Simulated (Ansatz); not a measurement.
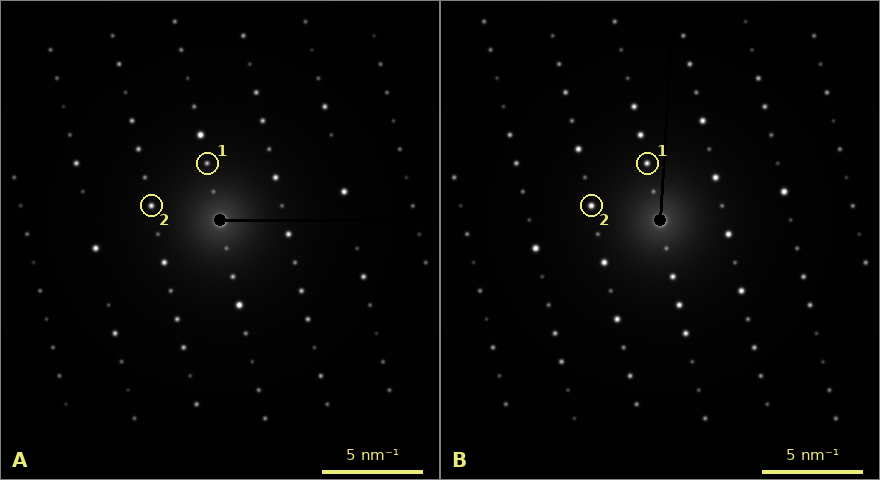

Kinematic electron diffraction patterns (200 kV, B = 0.5 Å², same scale) along [010] of the run's own cell, for the start and the end of one relaxation of Zr2CuO3 with Ansatz, DFT, PAW plane waves, pbesol+U, spin-orbit. k mesh 6×6×3. The start is a generated model structure, and the relaxation ends in the nearest stationary point of its symmetry, not necessarily the ground state. Spot 1 is 0 0 -2 and spot 2 is -1 0 -1 in both.

Start structure:

```
O Cu Zr
1.0
     3.11452    0.00000    0.00000
     0.00000    3.11452    0.00000
     0.00000    0.00000    6.82587
O Cu Zr
3 1 2
Direct
  0.50000 0.50000 0.00000
  0.00000 0.50000 0.38200
  0.50000 0.00000 0.61800
  0.00000 0.00000 0.00000
  0.00000 0.50000 0.73400
  0.50000 0.00000 0.26600
```

Which pattern belongs to the start structure, and which to the relaxed one?

Answer. B is the start: its cell gives d(1) = 3.413 Å, d(2) = 2.833 Å and an angle of 65.5°. The spot positions hardly differ, so the intensities decide: those computed from the start structure match B, and A is the relaxed structure.

Name reflections whose intensity changes strongly on relaxation.

Answer. 1 0 5 goes from 19 to 1.1 % of the strongest spot; 0 0 4 goes from 48 to 6.6 % of the strongest spot; 2 0 -4 goes from 18 to 2.7 % of the strongest spot.

What did the relaxation do to the structure and the energy?

Answer. The cell was held fixed; with the mean shift removed, the atoms moved by up to 0.23 Å relative to the cell (Zr most); the space group stayed P-4m2 (No. 115); the free energy fell by 210 meV an atom.
